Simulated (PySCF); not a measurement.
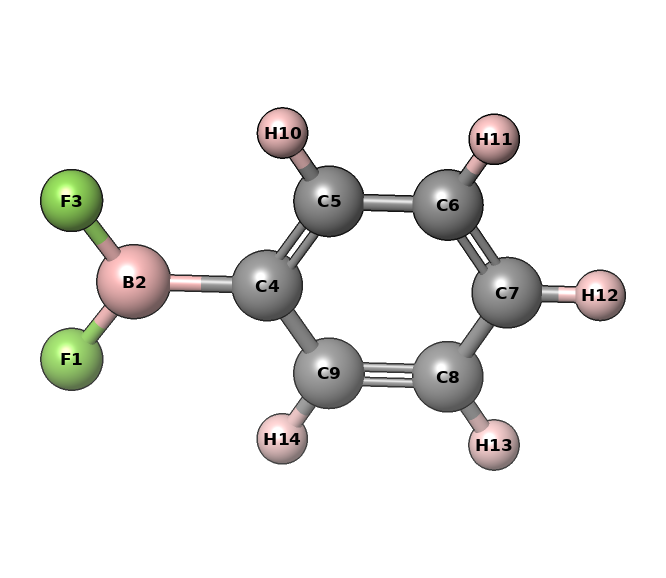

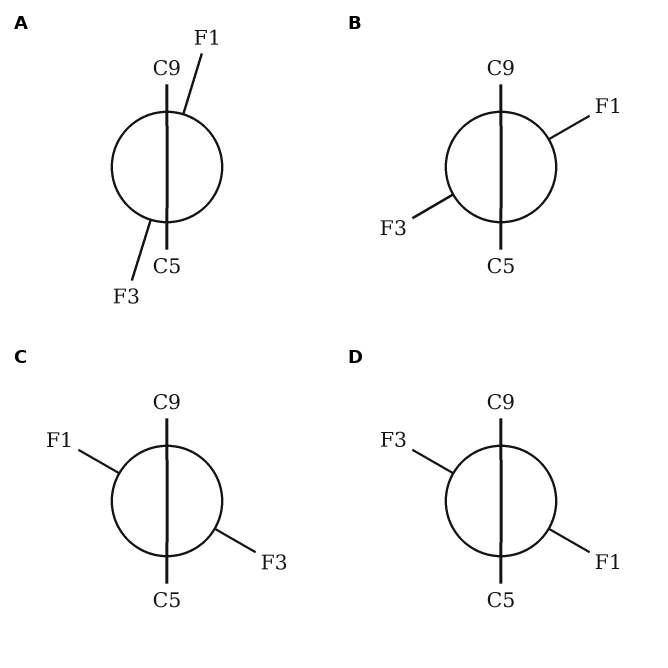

Atoms fade into the background with distance from the viewer. Bonds that would overlap in a projection are set slightly apart. The computed structure is the end point of a GFN2-xTB optimisation. No frequency run is at hand to confirm it as a minimum.

Which Newman projection shows the view along C4–B2, with C4 in front?

Answer. A. The torsion angle C5–C4–B2–F1 is 180°, antiperiplanar (anti).
